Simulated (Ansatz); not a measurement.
# CH₃FOS with the probe Br-: a probe moved round a molecule

Aim: map the energy of CH₃FOS (SMILES OC(F)S) with the probe Br- over two coordinates, and find its wells, ridges and stiffness.

Computed with Ansatz 0.2.0. Level: RKS PBE0-D4/def2-SVPD.

## 1. The system as given

SMILES `OC(F)S`, 7 atoms, charge 0, spin multiplicity 1.

Atoms are counted from 1 here; the program's logs count them from 0.

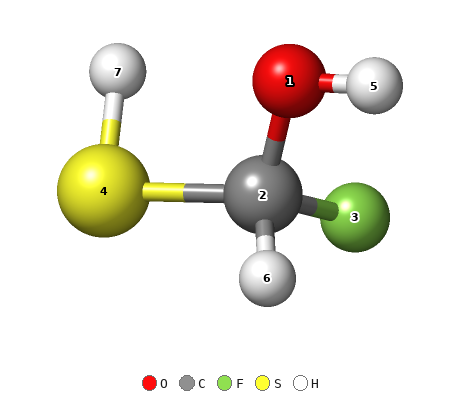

The starting geometry (oxygen red, carbon grey, fluorine green, sulfur yellow, hydrogen white); atoms are numbered from 1 in the order of the file.

As a file:

```xyz
7
charge 0, multiplicity 1
O    -0.12815    1.13739   -0.09547
C     0.27636   -0.13509    0.24854
F     1.30574   -0.54197   -0.62054
S    -1.13784   -1.27584    0.18449
H     0.63874    1.73802   -0.03472
H     0.70753   -0.20805    1.27105
H    -1.60118   -0.78236   -0.99905
```

This geometry comes from a loose relaxation at PBE in a small basis, which is not shown.

## 2. Relaxing the molecule

input.yaml

```yaml
crystal:
  periodic: [false, false, false]
  atoms:
    - { symbol: O, position_ang: [-0.128152, 1.137391, -0.09547] }
    - { symbol: C, position_ang: [0.276362, -0.135088, 0.248536] }
    - { symbol: F, position_ang: [1.305742, -0.541971, -0.620543] }
    - { symbol: S, position_ang: [-1.137842, -1.275843, 0.184489] }
    - { symbol: H, position_ang: [0.638739, 1.738015, -0.034715] }
    - { symbol: H, position_ang: [0.70753, -0.208047, 1.27105] }
    - { symbol: H, position_ang: [-1.601179, -0.782357, -0.999047] }
basis:
  gaussian: { orbitals: def2-SVPD }
hamiltonian:
  xc: pbe0
  dispersion: d4
output:
  forces: true
relax:
  f_tol: 0.003
  max_steps: 120
```

The run is started by

```console
ansatz run input.yaml --threads 1 --pin off --max-ram 2560MiB --backend cpu --events-out ev --progress --plain --runs-dir out
```

Log (excerpt; [...] marks lines left out):

```text
Warning: RAYON_NUM_THREADS=1 ignored (pool sized by the plan → 1); use --threads N
[...]
Functional definition: PBE0
[...]
1006 factors; their error is unknown
[...]
mean field -16667.96938839 eV, -612.5365770679 hartree, gradient 2.4e-5 eV, S^2 0.000000; 0 other end points of the search recorded, 0 dependent functions left out
[...]
reference -16667.96942689 eV, -612.5365784827 hartree; 21, 21 occupied and 96, 96 virtual orbitals, 1006 factors
relax step   1: F+E_penalty+E_count = -16668.06201346 eV  Δ(F+E_penalty+E_count) = +0.000e0 eV  max|allowed force component| = 6.683e-1 eV/Å  Δτ_max = 0.0000 Å  (27 SCF iters, accepted)
[...]
relax step   5: F+E_penalty+E_count = -16668.08745786 eV  Δ(F+E_penalty+E_count) = -3.802e-5 eV  max|allowed force component| = 5.960e-3 eV/Å  Δτ_max = 0.0011 Å  (24 SCF iters, accepted)
[...]
relax step   6: F+E_penalty+E_count = -16668.08746467 eV  Δ(F+E_penalty+E_count) = -6.811e-6 eV  max|allowed force component| = 2.493e-3 eV/Å  Δτ_max = 0.0009 Å  (20 SCF iters, accepted)
1006 factors; their error is unknown
[...]
mean field -16667.99458090 eV, -612.5375028757 hartree, gradient 7.0e-5 eV, S^2 0.000000; 1 other end points of the search recorded, 0 dependent functions left out
[...]
reference -16667.99461927 eV, -612.5375042855 hartree; 21, 21 occupied and 96, 96 virtual orbitals, 1006 factors
Total energy: -16668.08750303 eV, -612.5409177010 hartree
Atom 0 at    -0.120413     1.128259    -0.091153 Å, force     0.002493    -0.002185     0.000272 eV/Å
Atom 1 at     0.278148    -0.135236     0.244644 Å, force    -0.001017     0.001981     0.001507 eV/Å
Atom 2 at     1.285175    -0.533733    -0.611941 Å, force    -0.000441    -0.000647    -0.000476 eV/Å
Atom 3 at    -1.125799    -1.264805     0.180463 Å, force    -0.000536    -0.000033    -0.000389 eV/Å
Atom 4 at     0.634778     1.725420    -0.036675 Å, force    -0.001227     0.000896     0.000369 eV/Å
Atom 5 at     0.700637    -0.206285     1.261731 Å, force     0.000243     0.000313    -0.001271 eV/Å
Atom 6 at    -1.591326    -0.781522    -0.992768 Å, force     0.000484    -0.000325    -0.000012 eV/Å
Dipole moment:     0.127281     0.295271     0.146405 e Å
```

Wall time 48 s (1 thread of Arm Neoverse N1, shared host); peak memory 0.22 GiB.

Relaxation path:

| step | energy from step 1 (eV) | largest force component (eV/Å) |
| --- | --- | --- |
| 1 | 0.0000 | 0.6683 |
| 2 | -0.0210 | 0.2855 |
| 3 | -0.0252 | 0.0681 |
| 4 | -0.0254 | 0.0210 |
| 5 | -0.0254 | 0.0060 |
| 6 | -0.0255 | 0.0025 |

Close pairs (by a distance rule), those that changed most:

| bond | before (Å) | after (Å) | change (Å) |
| --- | --- | --- | --- |
| C2–F3 | 1.407 | 1.381 | -0.026 |
| C2–S4 | 1.818 | 1.803 | -0.015 |
| O1–C2 | 1.379 | 1.367 | -0.012 |
| S4–H7 | 1.363 | 1.352 | -0.012 |
| O1–H5 | 0.976 | 0.964 | -0.012 |
| C2–H6 | 1.112 | 1.104 | -0.008 |

## 3. Reference: Br− by itself, as typed

input.yaml

```yaml
crystal:
  periodic: [false, false, false]
  atoms:
    - { symbol: Br, position_ang: [0.0, 0.0, 0.0] }
total_charge: -1
basis:
  gaussian: { orbitals: def2-SVPD }
hamiltonian:
  xc: pbe0
```

The run is started by

```console
ansatz run input.yaml --threads 1 --pin off --max-ram 2560MiB --backend cpu --events-out ev --progress --plain --runs-dir out
```

Log:

```text
Warning: RAYON_NUM_THREADS=1 ignored (pool sized by the plan → 1); use --threads N
Engine: ansatz 0.2.0, aarch64-unknown-linux-gnu
[... 1 set-up line as earlier in the session ...]
  parameter a = 0.25
  parameter kappa = 0.804
  parameter beta = 0.06672455060314922
  exchange = (1 - a)*pbe_x(kappa = kappa, mu = beta*pi^2/3) + a*exact_x
  correlation = pbe_c(beta = beta)
276 factors; integrals over basis functions are off by at most 5.7e-5 eV
mean field evaluation 1: about -70030.5164 eV, gradient 2.9e1 eV
mean field evaluation 2: about -70030.5257 eV, gradient 3.2e1 eV
mean field evaluation 4: about -70032.1093 eV, gradient 1.9e-1 eV
mean field evaluation 8: about -70032.1111 eV, gradient 3.2e-4 eV
mean field -70032.11113746 eV, -2573.6326148317 hartree, gradient 9.8e-6 eV, S^2 0.000000; 0 other end points of the search recorded, 0 dependent functions left out
reference -70032.11115424 eV, -2573.6326154484 hartree; 18, 18 occupied and 23, 23 virtual orbitals, 276 factors
Total energy: -70032.11115424 eV, -2573.6326154484 hartree
```

Run time: 0.61 s. Hardware: 1 thread of Arm Neoverse N1, shared host; peak memory 0.069 GiB.

## 4. Plan of the scan

The probe is moved over a plane parallel to the molecule's main plane, 3.67 Å above it (x and y are the axes of that plane, centred on the molecule).

- x of the probe's Br atom: 13 values from −2.88 to 2.88 Å
- y of the probe's Br atom: 13 values from −2.88 to 2.88 Å

Nothing else is relaxed (molecule and probe rigid). Energies count from molecule and probe far apart, each relaxed in its own basis (no counterpoise correction). Points are written as (first, second).

The probe Br- moves over a plane: parallel to the molecule's main plane, 3.67 Å above it. The molecule is turned into the frame of its main axes, as the inputs below show.

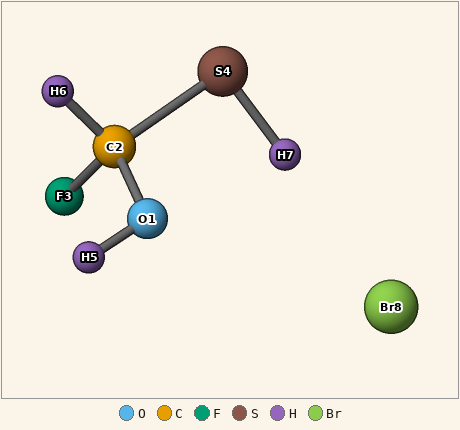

The geometry at (0.96 Å, 0.96 Å).

Of the runs on the grid, 3 are shown in the steps below; the others differ only in the two coordinates.

## 5. Point (1.44 Å, 0.96 Å)

input.yaml

```yaml
crystal:
  periodic: [false, false, false]
  atoms:
    - { symbol: O, position_ang: [-0.699531, 1.140933, 0.131191] }
    - { symbol: C, position_ang: [-0.121664, 0.002824, -0.357489] }
    - { symbol: F, position_ang: [-0.801826, -1.094833, 0.131559] }
    - { symbol: S, position_ang: [1.623021, -0.048923, 0.094739] }
    - { symbol: H, position_ang: [-1.627072, 1.165151, -0.131419] }
    - { symbol: H, position_ang: [-0.170369, -0.076641, -1.457182] }
    - { symbol: H, position_ang: [1.408527, 0.33974, 1.371329] }
    - { symbol: Br, position_ang: [1.44, 0.96, 3.67] }
total_charge: -1
basis:
  gaussian: { orbitals: def2-SVPD }
hamiltonian:
  xc: pbe0
  dispersion: d4
output:
  forces: true
```

The run is started by

```console
ansatz run input.yaml --threads 1 --pin off --max-ram 2560MiB --backend cpu --events-out ev --progress --plain --runs-dir out
```

Log (excerpt; [...] marks lines left out):

```text
Warning: RAYON_NUM_THREADS=1 ignored (pool sized by the plan → 1); use --threads N
[...]
[... 1 set-up line as earlier in the session ...]
[...]
1522 factors; integrals over basis functions are off by at most 1.1e-3 eV
[...]
mean field -86700.50273001 eV, -3186.1847076165 hartree, gradient 6.8e-5 eV, S^2 0.000000; 0 other end points of the search recorded, 0 dependent functions left out
[...]
reference -86700.50276680 eV, -3186.1847089686 hartree; 39, 39 occupied and 119, 119 virtual orbitals, 1522 factors
Total energy: -86700.64787396 eV, -3186.1900415580 hartree
Atom 0 at    -0.699531     1.140933     0.131191 Å, force    -0.185840     0.098349    -0.154551 eV/Å
Atom 1 at    -0.121664     0.002824    -0.357489 Å, force     0.601274     0.142384     0.020371 eV/Å
Atom 2 at    -0.801826    -1.094833     0.131559 Å, force    -0.265328    -0.220809    -0.000651 eV/Å
Atom 3 at     1.623021    -0.048923     0.094739 Å, force    -0.108298    -0.228315    -0.892444 eV/Å
Atom 4 at    -1.627072     1.165151    -0.131419 Å, force     0.054189    -0.049323     0.062323 eV/Å
Atom 5 at    -0.170369    -0.076641    -1.457182 Å, force    -0.137997    -0.011374    -0.051358 eV/Å
Atom 6 at     1.408527     0.339740     1.371329 Å, force     0.030987     0.310731     1.148956 eV/Å
Atom 7 at     1.440000     0.960000     3.670000 Å, force     0.011012    -0.041644    -0.132645 eV/Å
Dipole moment:    -0.788855    -0.188742    -1.568770 e Å
```

It took 18 s on 1 thread of Arm Neoverse N1, shared host; peak memory 0.42 GiB.

Energy on the map's scale: −10.4 kcal/mol.

## 6. Grid point (0.96 Å, 0.96 Å)

Edit input.yaml of step 5 so:

```diff
@@ -10,3 +10,3 @@
     - { symbol: H, position_ang: [1.408527, 0.33974, 1.371329] }
-    - { symbol: Br, position_ang: [1.44, 0.96, 3.67] }
+    - { symbol: Br, position_ang: [0.96, 0.96, 3.67] }
 total_charge: -1
```

The run is started by

```console
ansatz run input.yaml --threads 1 --pin off --max-ram 2560MiB --backend cpu --events-out ev --progress --plain --runs-dir out
```

Log (excerpt; [...] marks lines left out):

```text
Warning: RAYON_NUM_THREADS=1 ignored (pool sized by the plan → 1); use --threads N
[...]
[... 1 set-up line as earlier in the session ...]
[...]
1522 factors; integrals over basis functions are off by at most 1.1e-3 eV
[...]
mean field -86700.47589829 eV, -3186.1837215690 hartree, gradient 3.5e-5 eV, S^2 0.000000; 0 other end points of the search recorded, 0 dependent functions left out
[...]
reference -86700.47593483 eV, -3186.1837229115 hartree; 39, 39 occupied and 119, 119 virtual orbitals, 1522 factors
Total energy: -86700.62405336 eV, -3186.1891661672 hartree
Atom 0 at    -0.699531     1.140933     0.131191 Å, force    -0.135433     0.065592    -0.229497 eV/Å
Atom 1 at    -0.121664     0.002824    -0.357489 Å, force     0.461470     0.184349     0.117287 eV/Å
Atom 2 at    -0.801826    -1.094833     0.131559 Å, force    -0.221298    -0.204748    -0.032958 eV/Å
Atom 3 at     1.623021    -0.048923     0.094739 Å, force    -0.011434    -0.215183    -0.845123 eV/Å
Atom 4 at    -1.627072     1.165151    -0.131419 Å, force     0.055233    -0.054274     0.082343 eV/Å
Atom 5 at    -0.170369    -0.076641    -1.457182 Å, force    -0.112219    -0.020648    -0.056008 eV/Å
Atom 6 at     1.408527     0.339740     1.371329 Å, force    -0.126442     0.295600     1.111815 eV/Å
Atom 7 at     0.960000     0.960000     3.670000 Å, force     0.090123    -0.050688    -0.147860 eV/Å
Dipole moment:    -0.616192    -0.191554    -1.585685 e Å
```

It took 18 s on 1 thread of Arm Neoverse N1, shared host; peak memory 0.42 GiB.

On the map this point reads −9.8 kcal/mol.

## 7. Grid point (−1.92 Å, 0.48 Å)

Edit input.yaml of step 6 so:

```diff
@@ -10,3 +10,3 @@
     - { symbol: H, position_ang: [1.408527, 0.33974, 1.371329] }
-    - { symbol: Br, position_ang: [0.96, 0.96, 3.67] }
+    - { symbol: Br, position_ang: [-1.92, 0.48, 3.67] }
 total_charge: -1
```

The run is started by

```console
ansatz run input.yaml --threads 1 --pin off --max-ram 2560MiB --backend cpu --events-out ev --progress --plain --runs-dir out
```

Log (excerpt; [...] marks lines left out):

```text
Warning: RAYON_NUM_THREADS=1 ignored (pool sized by the plan → 1); use --threads N
[...]
[... 1 set-up line as earlier in the session ...]
[...]
1522 factors; integrals over basis functions are off by at most 1.1e-3 eV
[...]
mean field -86700.13818454 eV, -3186.1713108174 hartree, gradient 7.6e-5 eV, S^2 0.000000; 0 other end points of the search recorded, 0 dependent functions left out
[...]
reference -86700.13822263 eV, -3186.1713122173 hartree; 39, 39 occupied and 119, 119 virtual orbitals, 1522 factors
Total energy: -86700.27122898 eV, -3186.1762001106 hartree
Atom 0 at    -0.699531     1.140933     0.131191 Å, force     0.357679    -0.089397    -0.474221 eV/Å
Atom 1 at    -0.121664     0.002824    -0.357489 Å, force    -0.525051     0.136525     0.378205 eV/Å
Atom 2 at    -0.801826    -1.094833     0.131559 Å, force     0.190031     0.031147    -0.230498 eV/Å
Atom 3 at     1.623021    -0.048923     0.094739 Å, force     0.083356     0.017793     0.002059 eV/Å
Atom 4 at    -1.627072     1.165151    -0.131419 Å, force    -0.045495    -0.077047     0.313674 eV/Å
Atom 5 at    -0.170369    -0.076641    -1.457182 Å, force     0.026703    -0.040423    -0.080134 eV/Å
Atom 6 at     1.408527     0.339740     1.371329 Å, force    -0.092001    -0.009173     0.097147 eV/Å
Atom 7 at    -1.920000     0.480000     3.670000 Å, force     0.004778     0.030574    -0.006232 eV/Å
Dipole moment:     0.807817    -0.065508    -1.949586 e Å
```

Wall time 20 s (1 thread of Arm Neoverse N1, shared host); peak memory 0.42 GiB.

Energy on the map's scale: −1.7 kcal/mol.

## 8. All points together

169 points were computed. Energies in kcal/mol, from molecule and probe far apart, each relaxed in its own basis (no counterpoise correction):

| y of the probe's Br atom (Å) ↓, x of the probe's Br atom (Å) → | −2.88 | −2.40 | −1.92 | −1.44 | −0.96 | −0.48 | 0.00 | 0.48 | 0.96 | 1.44 | 1.92 | 2.40 | 2.88 |
| --- | --- | --- | --- | --- | --- | --- | --- | --- | --- | --- | --- | --- | --- |
| 2.88 | −2.3 | −2.1 | −1.9 | −1.7 | −1.7 | −1.9 | −2.3 | −2.9 | −3.4 | −3.7 | −3.8 | −3.5 | −3.1 |
| 2.40 | −2.4 | −2.2 | −2.0 | −1.9 | −2.0 | −2.4 | −3.3 | −4.2 | −5.0 | −5.5 | −5.5 | −5.1 | −4.4 |
| 1.92 | −2.5 | −2.3 | −2.1 | −2.0 | −2.3 | −3.1 | −4.4 | −5.8 | −7.0 | −7.5 | −7.4 | −6.8 | −5.8 |
| 1.44 | −2.4 | −2.2 | −2.1 | −2.1 | −2.6 | −3.8 | −5.5 | −7.3 | −8.7 | −9.3 | −9.2 | −8.4 | −7.2 |
| 0.96 | −2.2 | −2.0 | −1.9 | −2.1 | −2.8 | −4.3 | −6.3 | −8.4 | −9.8 | −10.4 | −10.1 | −9.3 | −8.0 |
| 0.48 | −1.9 | −1.7 | −1.7 | −1.9 | −2.8 | −4.4 | −6.5 | −8.5 | −9.8 | −10.2 | −10.0 | −9.3 | −8.2 |
| 0.00 | −1.4 | −1.3 | −1.2 | −1.6 | −2.4 | −4.0 | −5.9 | −7.7 | −8.8 | −9.2 | −9.0 | −8.5 | −7.6 |
| −0.48 | −0.9 | −0.7 | −0.7 | −0.9 | −1.7 | −3.1 | −4.7 | −6.2 | −7.2 | −7.5 | −7.5 | −7.2 | −6.5 |
| −0.96 | −0.3 | −0.1 | 0.0 | −0.2 | −0.8 | −1.8 | −3.2 | −4.4 | −5.3 | −5.7 | −5.8 | −5.6 | −5.1 |
| −1.44 | 0.2 | 0.4 | 0.6 | 0.5 | 0.1 | −0.7 | −1.7 | −2.7 | −3.4 | −3.8 | −4.0 | −3.9 | −3.7 |
| −1.92 | 0.6 | 0.9 | 1.0 | 1.0 | 0.8 | 0.3 | −0.4 | −1.1 | −1.7 | −2.1 | −2.4 | −2.4 | −2.3 |
| −2.40 | 0.9 | 1.2 | 1.4 | 1.4 | 1.3 | 1.0 | 0.5 | 0.0 | −0.4 | −0.8 | −1.0 | −1.1 | −1.1 |
| −2.88 | 1.2 | 1.4 | 1.6 | 1.7 | 1.6 | 1.5 | 1.2 | 0.8 | 0.5 | 0.2 | 0.0 | −0.1 | −0.2 |

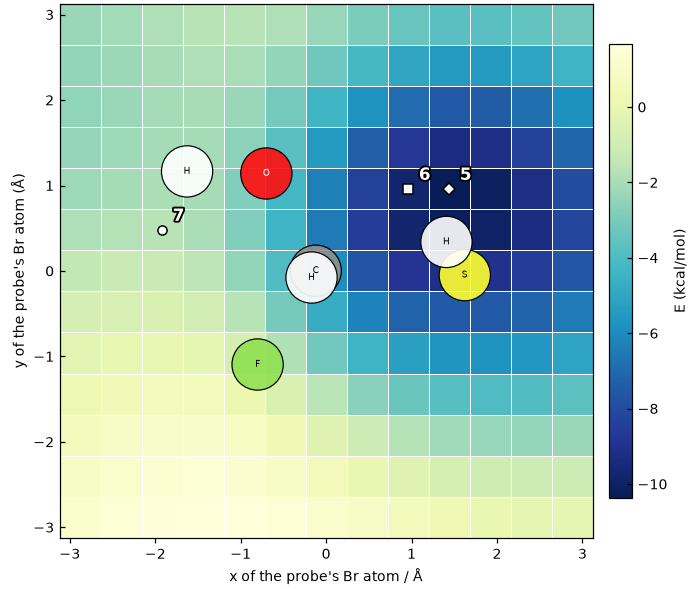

The map; numbers mark the steps of this session that print a point's run. The picture shows one coloured cell a grid point, labelled circles for the molecule's atoms, projected on the plane.

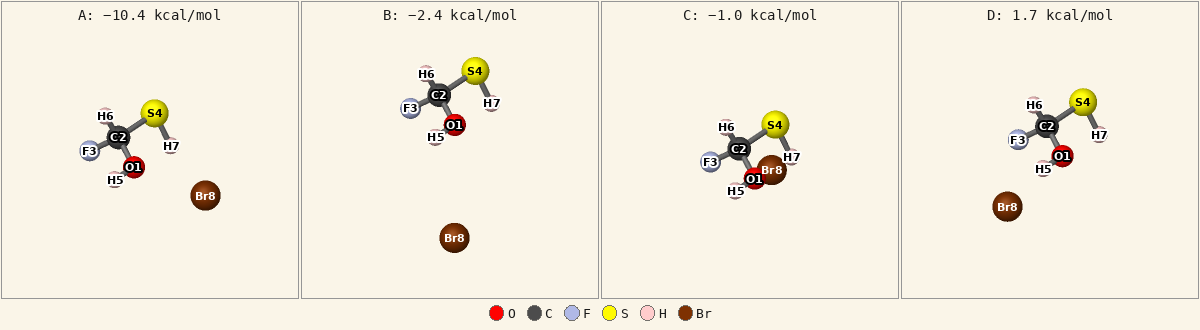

Structures on the grid, at one scale: A at (1.44 Å, 0.96 Å); B at (−2.88 Å, 1.44 Å); C at (1.92 Å, −2.40 Å); D at (−1.44 Å, −2.88 Å).

On the same grid, largest force on an atom (eV/Å):

| y of the probe's Br atom (Å) ↓, x of the probe's Br atom (Å) → | −2.88 | −2.40 | −1.92 | −1.44 | −0.96 | −0.48 | 0.00 | 0.48 | 0.96 | 1.44 | 1.92 | 2.40 | 2.88 |
| --- | --- | --- | --- | --- | --- | --- | --- | --- | --- | --- | --- | --- | --- |
| 2.88 | 0.59 | 0.62 | 0.63 | 0.63 | 0.60 | 0.56 | 0.51 | 0.47 | 0.43 | 0.43 | 0.43 | 0.44 | 0.44 |
| 2.40 | 0.62 | 0.65 | 0.66 | 0.65 | 0.62 | 0.56 | 0.51 | 0.46 | 0.53 | 0.55 | 0.51 | 0.49 | 0.50 |
| 1.92 | 0.64 | 0.66 | 0.68 | 0.67 | 0.63 | 0.56 | 0.50 | 0.64 | 0.74 | 0.77 | 0.71 | 0.60 | 0.57 |
| 1.44 | 0.64 | 0.67 | 0.68 | 0.68 | 0.64 | 0.55 | 0.64 | 0.84 | 0.98 | 1.01 | 0.92 | 0.75 | 0.63 |
| 0.96 | 0.65 | 0.67 | 0.66 | 0.65 | 0.61 | 0.53 | 0.75 | 0.99 | 1.16 | 1.19 | 1.08 | 0.87 | 0.69 |
| 0.48 | 0.65 | 0.67 | 0.66 | 0.62 | 0.56 | 0.55 | 0.79 | 1.04 | 1.21 | 1.24 | 1.12 | 0.89 | 0.72 |
| 0.00 | 0.66 | 0.68 | 0.67 | 0.63 | 0.55 | 0.52 | 0.74 | 0.96 | 1.12 | 1.14 | 1.02 | 0.82 | 0.73 |
| −0.48 | 0.67 | 0.69 | 0.69 | 0.66 | 0.58 | 0.48 | 0.63 | 0.80 | 0.92 | 0.93 | 0.84 | 0.72 | 0.71 |
| −0.96 | 0.68 | 0.71 | 0.72 | 0.70 | 0.64 | 0.55 | 0.49 | 0.61 | 0.69 | 0.70 | 0.64 | 0.66 | 0.66 |
| −1.44 | 0.69 | 0.72 | 0.74 | 0.73 | 0.68 | 0.61 | 0.53 | 0.47 | 0.50 | 0.51 | 0.56 | 0.59 | 0.60 |
| −1.92 | 0.68 | 0.72 | 0.74 | 0.74 | 0.71 | 0.65 | 0.57 | 0.51 | 0.47 | 0.48 | 0.51 | 0.53 | 0.54 |
| −2.40 | 0.67 | 0.71 | 0.73 | 0.73 | 0.70 | 0.66 | 0.59 | 0.53 | 0.48 | 0.46 | 0.46 | 0.48 | 0.49 |
| −2.88 | 0.64 | 0.67 | 0.70 | 0.70 | 0.68 | 0.64 | 0.58 | 0.52 | 0.47 | 0.44 | 0.43 | 0.43 | 0.44 |

## 9. Summary of results

| quantity | value |
| --- | --- |
| lowest point | (1.44 Å, 0.96 Å) [nearest 1 H at 2.38 Å], −10.4 kcal/mol |
| highest computed point | (−1.44 Å, −2.88 Å), 12.0 kcal/mol above the lowest |
| largest force on an atom (eV/Å) | 0.43 at (1.44 Å, 2.88 Å) to 1.24 at (1.44 Å, 0.48 Å); 1.19 at the lowest point |
| time for the whole task | 54 min on 1 thread, shared host |

What this shows: The lowest computed point is at (1.44 Å, 0.96 Å) [nearest 1 H at 2.38 Å], −10.4 kcal/mol from molecule and probe far apart, each relaxed in its own basis (no counterpoise correction). The grid is coarse, so the lowest point of the scanned range may lie between grid points; coordinates that were held can hide deeper minima. No other kind of well shows on this grid. The highest computed point, (−1.44 Å, −2.88 Å), lies 12.0 kcal/mol above the lowest. Near the minimum the curvatures are about 0.13 and 0.22 eV/Å² along the soft and the stiff direction. No counterpoise correction was made, so wells between separate parts tend to come out somewhat too deep.
